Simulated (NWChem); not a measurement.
**One shape, several levels: doublet [P2H4]+**

Wanted: a comparison of 6 runs (UM06-2X/aug-cc-pVDZ, U-wB97X/aug-cc-pVDZ, UB3LYP/aug-cc-pVDZ, UBHLYP/aug-cc-pVDZ, UCAM-B3LYP/aug-cc-pVDZ, UPBE0/aug-cc-pVDZ) of doublet [P2H4]+. 

The calculation is run with NWChem 7.3.0.

### 1 Starting point

The species is [P2H4]+ (6 atoms), meant as a doublet with charge +1. As SMILES of the parent species, `PP`. The coordinates come from a PBE0-D4/def2-TZVP relaxation. This is one conformer, not always the lowest. That shape belongs to the parent species and isn't relaxed for this state.

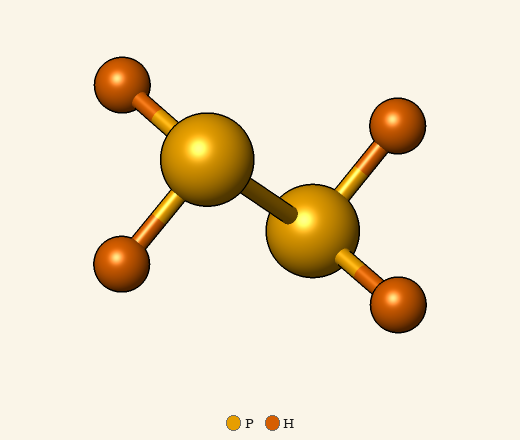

Viewed from a chosen angle; phosphorus amber, hydrogen orange.

### 2 The energy at UM06-2X/aug-cc-pVDZ (run 1)

mymol.nw reads:

```
echo
start mymol
title "H4P2 energy"
memory 2200 mb
charge 1
geometry units atomic noautosym nocenter noautoz
  P      0.68993901    -1.98194476    -0.15552446
  P     -0.69012798     1.98251168     0.14758761
  H     -0.93919388    -2.87540727     1.78579119
  H     -1.08111232    -2.63219952    -2.06906113
  H      0.95015430     2.88107645    -1.78182276
  H      1.07034088     2.62596342     2.07302956
end
basis spherical bse
  * library aug-cc-pVDZ
end
dft
  xc m06-2x
  mult 2
  grid fine
  convergence energy 1e-08
  maxiter 100
  mulliken
  print low
end
task dft energy
```

Launch:

```sh
nwchem mymol.nw > mymol.out
```

Log:

```text
[...]
 d= 0,ls=0.0,diis     1   -684.6429542667 -7.73D+02  6.95D-03  1.80D-01     2.9
[...]
 d= 0,ls=0.0,diis    11   -684.7054153730 -4.47D-09  3.77D-07  2.50D-10    25.0
[...]
         Total DFT energy =     -684.705415372999
      One electron energy =    -1113.985033269827
           Coulomb energy =      388.256634488509
    Exchange-Corr. energy =      -47.596070516772
 Nuclear repulsion energy =       88.619053925091
[...]
      Total Density - Mulliken Population Analysis
     ---------------------------------------------
    Atom       Charge   Shell Charges
 -----------   ------   -------------------------------------------------------
    1 P   15    15.42   2.00  2.04  0.94  0.73  0.01  6.01  1.72  1.71  0.03  0.12  0.10
    2 P   15    15.42   2.00  2.04  0.94  0.73  0.01  6.01  1.72  1.71  0.03  0.12  0.10
    3 H    1     0.54   0.69 -0.14 -0.00  0.02 -0.02
    4 H    1     0.54   0.69 -0.14 -0.00  0.02 -0.02
    5 H    1     0.54   0.69 -0.14 -0.00  0.02 -0.02
    6 H    1     0.54   0.69 -0.14 -0.00  0.02 -0.02
[...]
      <S2> =      0.7624 (Exact =     0.7500)
[...]
```

Wall time 26 s (1 thread of AMD EPYC 9R45 (Zen 5), shared host); peak memory 0.12 GiB.

### 3 A single-point energy at U-wB97X/aug-cc-pVDZ (run 2)

input.nw reads:

```
echo
start input
memory stack 880 mb heap 220 mb global 1100 mb
charge 1

geometry units angstroms noautosym nocenter noautoz
P        0.365100      -1.048800      -0.082300
P       -0.365200       1.049100       0.078100
H       -0.497000      -1.521600       0.945000
H       -0.572100      -1.392900      -1.094900
H        0.502800       1.524600      -0.942900
H        0.566400       1.389600       1.097000
end

basis spherical bse
* library aug-cc-pVDZ
end

dft
xc wb97x
mult 2
grid fine
convergence energy 1e-08
iterations 100
mulliken
end

task dft
```

Launch:

```sh
nwchem input.nw > input.out
```

Log:

```text
[...]
          Wavefunction type:  spin polarized.
          No. of atoms     :     6
          No. of electrons :    33
[...]
          Charge           :     1
          Spin multiplicity:     2
[...]
          AO basis - number of functions:    90
[...]
              XC Information
              --------------
                       wb97x  Method XC Functional
                     Hartree-Fock (Exact) Exchange  1.000
                         wb97x Exchange Functional  1.000
                      wb97x Correlation Functional  1.000
[...]
 d= 0,ls=0.0,diis     1   -684.6781784837 -7.73D+02  8.14D-03  2.22D-01     5.0
[...]
 d= 0,ls=0.0,diis    12   -684.7505868237 -9.63D-10  1.58D-07  7.88D-11    55.9
[...]
         Total DFT energy =     -684.750586823700
      One electron energy =    -1113.878823011652
           Coulomb energy =      388.130519520864
    Exchange-Corr. energy =      -47.621343684973
 Nuclear repulsion energy =       88.619060352061
[...]
      Total Density - Mulliken Population Analysis
     ---------------------------------------------
    Atom       Charge   Shell Charges
 -----------   ------   -------------------------------------------------------
    1 P   15    15.44   2.00  2.05  0.90  0.84  0.02  6.01  1.74  1.64  0.02  0.13  0.09
    2 P   15    15.44   2.00  2.05  0.90  0.84  0.02  6.01  1.74  1.64  0.02  0.13  0.09
    3 H    1     0.53   0.68 -0.14 -0.00  0.02 -0.03
    4 H    1     0.53   0.68 -0.14 -0.00  0.02 -0.03
    5 H    1     0.53   0.68 -0.14 -0.00  0.02 -0.03
    6 H    1     0.53   0.68 -0.14 -0.00  0.02 -0.03
[...]
      <S2> =      0.7727 (Exact =     0.7500)
[...]
```

It took 57 s on 1 thread of AMD EPYC 9R45 (Zen 5), shared host; peak memory 0.12 GiB.

Runs 3 to 4 aren't shown in full; the table further down has their settings and results.

### 4 A single-point energy at UCAM-B3LYP/aug-cc-pVDZ (run 5)

run.nw reads:

```
START run
memory 2200 mb
charge 1

GEOMETRY noautosym nocenter noautoz
  P      0.365100    -1.048800    -0.082300
  P     -0.365200     1.049100     0.078100
  H     -0.497000    -1.521600     0.945000
  H     -0.572100    -1.392900    -1.094900
  H      0.502800     1.524600    -0.942900
  H      0.566400     1.389600     1.097000
END

BASIS spherical bse
  * library aug-cc-pVDZ
END

DFT
  xc xcamb88 1.00 lyp 0.81 vwn_5 0.19 hfexch 1.00
  cam 0.33 cam_alpha 0.19 cam_beta 0.46
  mult 2
  grid fine
  convergence energy 1e-08
  direct
  maxiter 100
  mulliken
END

TASK dft energy
```

Launch:

```sh
nwchem run.nw > run.out
```

Log:

```text
[...]
          Wavefunction type:  spin polarized.
          No. of atoms     :     6
          No. of electrons :    33
[...]
          Charge           :     1
          Spin multiplicity:     2
[...]
          AO basis - number of functions:    90
[...]
              XC Information
              --------------
                     Hartree-Fock (Exact) Exchange  1.000
                   CAM-Becke88 Exchange Functional  1.000
                      VWN V Correlation Functional  0.190 local
              Lee-Yang-Parr Correlation Functional  0.810
[...]
 d= 0,ls=0.0,diis     1   -684.6962058368 -7.73D+02  7.84D-03  2.34D-01     4.9
[...]
 d= 0,ls=0.0,diis    11   -684.7682253686 -4.95D-09  4.36D-07  4.40D-10    49.2
[...]
         Total DFT energy =     -684.768225368581
      One electron energy =    -1113.822869066822
           Coulomb energy =      388.067637172159
    Exchange-Corr. energy =      -47.632053825978
 Nuclear repulsion energy =       88.619060352061
[...]
      Total Density - Mulliken Population Analysis
     ---------------------------------------------
    Atom       Charge   Shell Charges
 -----------   ------   -------------------------------------------------------
    1 P   15    15.33   2.00  2.05  0.93  0.76  0.03  6.01  1.75  1.56  0.02  0.13  0.08
    2 P   15    15.33   2.00  2.05  0.93  0.76  0.03  6.01  1.75  1.56  0.02  0.13  0.08
    3 H    1     0.59   0.69 -0.10 -0.00  0.02 -0.02
    4 H    1     0.59   0.69 -0.10 -0.00  0.02 -0.02
    5 H    1     0.59   0.69 -0.10 -0.00  0.02 -0.02
    6 H    1     0.59   0.69 -0.10 -0.00  0.02 -0.02
[...]
      <S2> =      0.7687 (Exact =     0.7500)
[...]
```

It took 50 s on 1 thread of AMD EPYC 9R45 (Zen 5), shared host; peak memory 0.12 GiB.

### 5 The energy at UPBE0/aug-cc-pVDZ (run 6)

h4p2.nw reads:

```
start h4p2
memory total 2200 mb
charge 1

geometry noautosym nocenter noautoz
   P     0.365100   -1.048800   -0.082300
   P    -0.365200    1.049100    0.078100
   H    -0.497000   -1.521600    0.945000
   H    -0.572100   -1.392900   -1.094900
   H     0.502800    1.524600   -0.942900
   H     0.566400    1.389600    1.097000
end

basis spherical bse
   P library aug-cc-pVDZ
   H library aug-cc-pVDZ
end

dft
   xc pbe0
   mult 2
   grid fine
   convergence energy 1e-08
   iterations 100
   mulliken
end

task dft
```

Launch:

```sh
nwchem h4p2.nw > h4p2.out
```

Log:

```text
[...]
          Wavefunction type:  spin polarized.
          No. of atoms     :     6
          No. of electrons :    33
[...]
          Charge           :     1
          Spin multiplicity:     2
[...]
          AO basis - number of functions:    90
[...]
              XC Information
              --------------
                         PBE0 Method XC Functional
                     Hartree-Fock (Exact) Exchange  0.250
          PerdewBurkeErnzerhof Exchange Functional  0.750
            Perdew 1991 LDA Correlation Functional  1.000 local
           PerdewBurkeErnz. Correlation Functional  1.000 non-local
[...]
 d= 0,ls=0.0,diis     1   -684.4385338506 -7.73D+02  8.73D-03  2.16D-01     2.6
[...]
 d= 0,ls=0.0,diis    10   -684.5052128228 -9.45D-09  1.39D-06  2.42D-09    19.7
[...]
         Total DFT energy =     -684.505212822789
      One electron energy =    -1113.960448371172
           Coulomb energy =      388.212397285469
    Exchange-Corr. energy =      -47.376222089147
 Nuclear repulsion energy =       88.619060352061
[...]
      Total Density - Mulliken Population Analysis
     ---------------------------------------------
    Atom       Charge   Shell Charges
 -----------   ------   -------------------------------------------------------
    1 P   15    15.58   2.00  2.05  0.91  0.91  0.03  6.01  1.73  1.69  0.03  0.12  0.09
    2 P   15    15.58   2.00  2.05  0.91  0.91  0.03  6.01  1.73  1.69  0.03  0.12  0.09
    3 H    1     0.46   0.68 -0.20 -0.00  0.02 -0.04
    4 H    1     0.46   0.68 -0.20 -0.00  0.02 -0.04
    5 H    1     0.46   0.68 -0.20 -0.00  0.02 -0.04
    6 H    1     0.46   0.68 -0.20 -0.00  0.02 -0.04
[...]
      <S2> =      0.7645 (Exact =     0.7500)
[...]
```

Run time: 20 s. Hardware: 1 thread of AMD EPYC 9R45 (Zen 5), shared host; peak memory 0.12 GiB.

### 6 All runs side by side

```tsv
run	level	energy (Eh)	⟨S²⟩	wall time
1	UM06-2X/aug-cc-pVDZ	-684.705415	0.762	26 s
2	U-wB97X/aug-cc-pVDZ	-684.750587	0.773	57 s
3	UB3LYP/aug-cc-pVDZ	-684.805903	0.760	20 s
4	UBHLYP/aug-cc-pVDZ	-684.758431	0.774	22 s
5	UCAM-B3LYP/aug-cc-pVDZ	-684.768225	0.769	50 s
6	UPBE0/aug-cc-pVDZ	-684.505213	0.764	20 s
```

### 7 Results

| quantity | value |
| --- | --- |
| run 6: total energy | -684.50521 Eh |
| run 6: HOMO energy (highest over α and β) | -14.37 eV |
| run 6: LUMO energy (lowest over α and β) | -11.13 eV |
| run 6: ⟨S²⟩ | 0.764 |

In words: Totals of different functionals can't be ranked against each other. All runs together took 3.3 min, the longest 57 s.
